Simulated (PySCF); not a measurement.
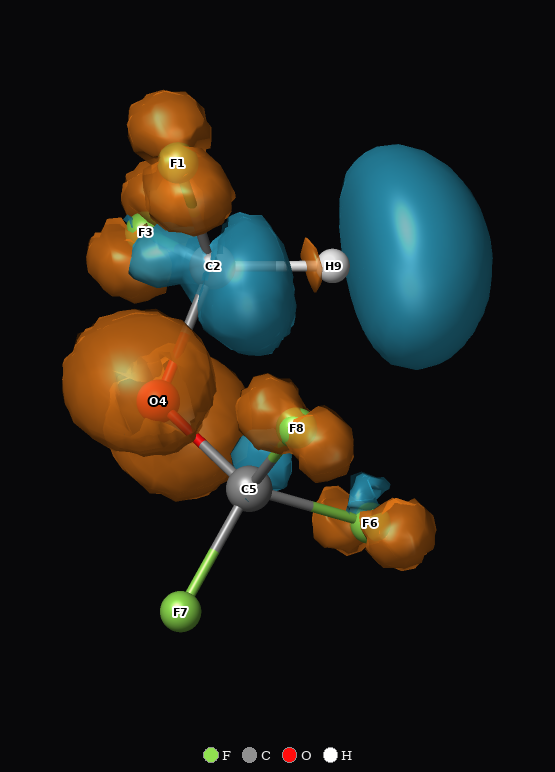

Figure. C2HF5O, SMILES `FC(F)OC(F)(F)F`. Unrelaxed difference density of S₁ less the ground state (full linear response singlet states), ±0.05 e/Å³; light blue: gain, orange: loss.

Level of theory: PBE0/cc-pVDZ (PySCF), at a geometry from GFN2-xTB. No frequency check shows the geometry to be a minimum. Without diffuse functions Rydberg states are missing, so the states' numbers hold for this basis only.

Coordinates in Å:

```
F1      -1.7678   -1.1484   -0.1017
C2      -1.2803    0.0564    0.2117
F3      -2.2125    0.9516   -0.0929
O4      -0.1657    0.3358   -0.5641
C5       1.0336    0.0413   -0.0448
F6       1.2656    0.6983    1.0998
F7       1.9704    0.3776   -0.9037
F8       1.1759   -1.2525    0.2445
H9      -1.0795    0.0888    1.2970
```

> How does the charge move on excitation?

0.87 e is displaced in all, of which about 0.7 e passes between atoms: O4 (0.50 e) and F1 (0.07 e) lose electrons and H9 (0.48 e) and C2 (0.21 e) gain them. The state: 11.42 eV (109 nm), f = 0.032; the leading pair carries 100 %; hole on O4 (55 %), F1 (10 %) and F3 (8 %), electron on H9 (51 %), C2 (27 %) and F6 (5 %); their centroids lie 1.7 Å apart.

The PySCF run took 9.4 min on 1 thread of Arm Neoverse V1, on a shared host, peak memory 0.72 GiB.
